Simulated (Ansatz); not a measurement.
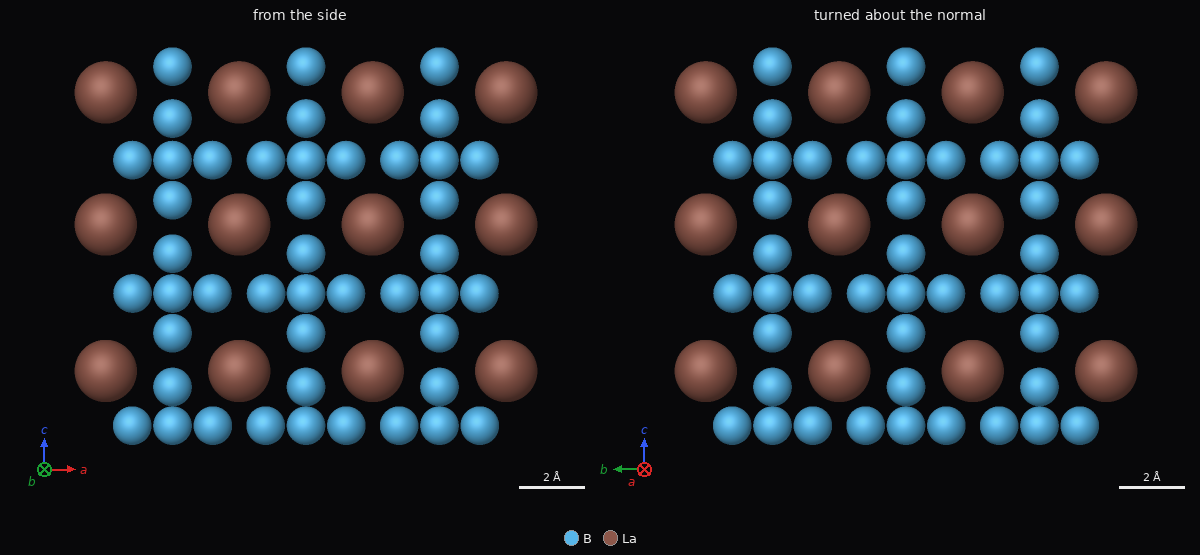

A spheres-only picture of a periodic slab, seen from the side and turned about the normal. The surface normal points up in side views; the vacuum is left out. 3×3 cells are drawn in the plane, with atoms at the edges repeated.

The cell holds 3 La, 18 B. The slab was cut from bulk LaB6 (Pm-3m).

Q: Are the two faces alike, and what ends them?

A: The top face ends in B, the bottom face in B.

Q: Estimate the thickness.

A: About 11 Å from the lowest to the highest atom.

Q: On which plane does the slab lie?

A: (1 0 0).

Run with Ansatz, DFT r2SCAN, scalar-relativistic, plane waves, PAW and these settings: a cutoff energy of 500 eV, an 8×8×1 sampling of the Brillouin zone, Gaussian smearing of 0.1 eV, no spin polarisation.

Q: Work functions?

A: 5.70 eV at the top and 5.66 eV at the bottom.

The starting point was a structure type filled with these elements by a generator (whether the compound takes this form wasn't checked); a slab was cut from it. The atoms were relaxed in a fixed cell with DFT r2SCAN, scalar-relativistic, plane waves, PAW in Ansatz 0.2.0.
